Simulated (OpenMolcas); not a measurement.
**Eu³⁺ among point charges: CASSCF levels and susceptibility**

How does a field of 7 point charges split the states of Eu³⁺, and what χT follows?

Program: OpenMolcas 26.06. Level of theory: state-averaged CASSCF, spin-orbit coupling by RASSI with atomic mean-field integrals. These are calculated values, not measurements, unless marked.

## Step 1: The system

| Quantity | Value |
| --- | --- |
| Species | Eu³⁺ (europium, Z = 63, 60 electrons) |
| Basis | ANO-RCC-VTZP [8s7p5d3f2g1h], 104 functions |
| Scalar Hamiltonian | DKH2, point nucleus |
| Inactive shells | 1s 2s 2p 3s 3p 3d 4s 4p 4d 5s 5p |
| Active space | 6 electrons in 7 orbitals (4f) |
| Some configurations of this space | 4f⁶ |
| Orbitals | optimised for the highest spin of each parity, averaged over all roots |

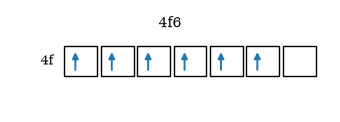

Outer shells as boxes.

The ion sits among 7 point charges of -1 e arranged as a pentagonal bipyramid (D5h), 2.82 Å from the ion, with the axial distance 3.102 Å.

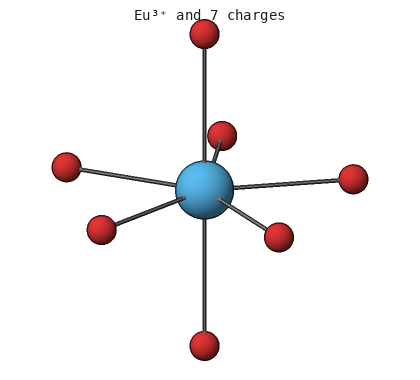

The ion and the point charges (red).

The work runs as a chain of OpenMolcas steps in one folder; each step below is one input file. Labels, J, g values, rates, χT and fits are worked out afterwards by a script from the matrices that RASSI stores.

## Step 2: GATEWAY and SEWARD: basis and integrals

a.inp

```
&GATEWAY
Coord
1

Eu 0.0 0.0 0.0
Basis=ANO-RCC-VTZP
Group=NoSym
NoMove
AngMom=0.0 0.0 0.0
AMFI
XField
7 Angstrom 0
2.820000 0.000000 0.000000 -1.000000
0.871428 2.681979 0.000000 -1.000000
-2.281428 1.657554 0.000000 -1.000000
-2.281428 -1.657554 0.000000 -1.000000
0.871428 -2.681979 0.000000 -1.000000
0.000000 0.000000 3.102000 -1.000000
0.000000 0.000000 -3.102000 -1.000000
&SEWARD
```

On the command line:

```
> OMP_NUM_THREADS=1 MOLCAS_MEM=2252 MOLCAS_PROJECT=a pymolcas a.inp > a.log
```

## Step 3: Reference wave functions, septets, 7 roots

a.inp

```
&RASSCF
FileOrb=start.orb
Symmetry=1
Spin=7
nActEl=6 0 0
Inactive=27
Ras2=7
CIRoot=7 7 1
SDav=7
CIMx=300
Iter=120 100
PrWF=0.3
OrbListing=Nothing
MaxOrb=0
>>> COPY $Project.JobIph JOB001
```

start.orb holds the contracted functions of the basis, ordered by shell, or the orbitals of the step before.

## Step 4: Reference wave functions, quintets, 140 roots

a.inp

```
&RASSCF
FileOrb=start.orb
Symmetry=1
Spin=5
nActEl=6 0 0
Inactive=27
Ras2=7
CIRoot=140 140 1
SDav=140
CIMx=300
Iter=120 100
PrWF=0.3
OrbListing=Nothing
MaxOrb=0
CIOnly
>>> COPY $Project.JobIph JOB002
```

## Step 5: Reference wave functions, triplets, 162 roots

a.inp

```
&RASSCF
FileOrb=start.orb
Symmetry=1
Spin=3
nActEl=6 0 0
Inactive=27
Ras2=7
CIRoot=162 162 1
SDav=588
CIMx=300
Iter=120 100
PrWF=0.3
OrbListing=Nothing
MaxOrb=0
CIOnly
>>> COPY $Project.JobIph JOB003
```

## Step 6: RASSI: spin-orbit coupling between the states

a.inp

```
&RASSI
NrOfJobIphs=2 7 77
1 2 3 4 5 6 7
1 2 3 4 5 6 7 8 9 10 11 12 13 14 15 16 17 18 19 20 21 22 23 24 25 26 27
28 29 30 31 32 33 34 35 36 37 38 39 40 41 42 43 44 45 46 47 48 49 50 51
52 53 54 55 56 57 58 59 60 61 62 63 64 65 66 67 68 69 70 71 72 73 74 75
76 77
IphNames
JOB001
JOB002
EJob
SpinOrbit
DIPRint=1.0
SOCoupling=1000.0
Subsets=2
Property=9
'ANGMOM' 1 'ANGMOM' 2 'ANGMOM' 3 'MLTPL  1' 1 'MLTPL  1' 2 'MLTPL  1' 3
'AMFI' 1 'AMFI' 2 'AMFI' 3
SOProperty=3
'ANGMOM' 1 'ANGMOM' 2 'ANGMOM' 3
```

Before running it: what results should come out? Wanted: spin-free ground state; first state of the same spin within the active space; lowest level; next level.

The runs gave:

| quantity | value |
| --- | --- |
| method | CASSCF |
| spin-free ground state | septet, 2-fold in its orbital part |
| first state of the same spin within the active space | septet at 381 cm⁻¹ |
| lowest level | 1-fold |
| next level | 199.2 cm⁻¹ |
| χT at 300 K | 1.38 cm³ K/mol |
| effective moment at 300 K | 3.32 μB |

**Reading.** The spin-free ground state (septet) comes to 100 % from free-ion F terms and keeps the highest spin of the shell. The quintets, triplets rest on orbitals optimised for another spin in at least one step, which raises them against the optimised states. Not all states of the active space went into the spin-orbit step. High states of lower spin are left out of the spin-orbit mixing, and CASSCF puts spin-flip levels too high. Point charges carry no covalency, so the field is a model and not that of real ligands.
